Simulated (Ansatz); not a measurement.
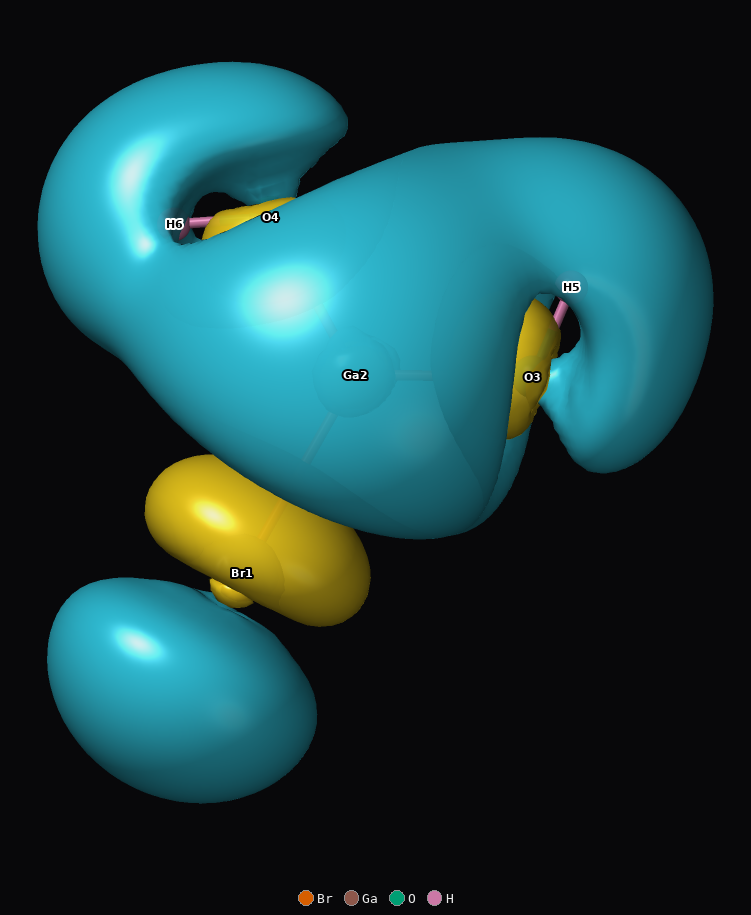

*BrGaH$_{2}$O$_{2}$ (SMILES [OH][Ga]([OH])[Br]). One frontier orbital at ±0.05 Å⁻³ᐟ² (yellow and cyan are the two phases), seen across its widest extent.*

Geometry: PBE0-D4/def2-SVP.

Level of theory: Ansatz, isolated molecule in a Gaussian basis; Kohn-Sham density functional theory, functional PBE0.

```
atom    x (Å)    y (Å)   z (Å)
  Br  -4.2216   0.9200  1.4168
  Ga  -2.6335  -0.6946  1.5450
   O  -3.0656  -2.2754  2.2054
   O  -0.9693  -0.4169  1.0007
   H  -2.3223  -2.8892  2.2139
   H  -0.8088   0.4674  0.6545
```

**Which orbital is it: HOMO or LUMO?**

The LUMO, at −1.56 eV. By Hirshfeld shares it lies mainly on Ga2 (about 50 %), Br1 (about 20 %), O4 (about 10 %) and O3 (about 10 %); it is symmetric in the molecular plane (an in-plane orbital: σ, lone-pair or in-plane π type).
